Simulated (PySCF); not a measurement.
# C5H11N (n-methylpyrrolidine): the cost of one run

Programs: PySCF 2.14.0, with routines of our own; each step states its level. All values are computed. Atoms count from 0.

### Step 1. The starting structure

17 atoms, charge 0, multiplicity 1; geometry from: GFN2-xTB.

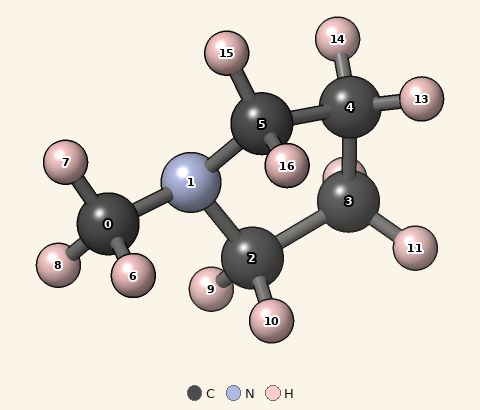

The starting geometry (carbon dark grey, nitrogen light blue, hydrogen pink).

### Step 2. Relaxing the molecule at PBE0-D3(BJ)/def2-SVP

What the job is given:

```
{"job": {"xc": "PBE0", "basis": "def2-SVP", "d3": "d3bj", "grid": 2, "kind": "geom"}, "charge": 0, "multiplicity": 1}
C      2.077290    -0.087140     0.275325
N      0.652992    -0.035065     0.480434
C     -0.068854    -1.144844    -0.114826
C     -1.536488    -0.701564    -0.097582
C     -1.474030     0.830537     0.045283
C      0.016817     1.152215    -0.056127
H      2.355388    -0.075215    -0.792643
H      2.539661     0.769760     0.763589
H      2.467807    -0.998815     0.725771
H      0.106137    -2.053263     0.464649
H      0.263229    -1.328047    -1.153096
H     -2.046734    -1.004143    -1.010999
H     -2.063658    -1.144916     0.745305
H     -2.050751     1.343638    -0.722549
H     -1.852787     1.134954     1.019835
H      0.303551     2.028538     0.527709
H      0.303431     1.325398    -1.109987
```

Started as:

```bash
OMP_NUM_THREADS=1 python excited_run.py task.json out
```

One launch serves the whole session: the jobs run in the order shown.

Q: Estimate the wall time and peak memory of this first job on 1 thread of Arm Neoverse V1, shared host.

About 30 s, with a peak of 0.7 GiB.
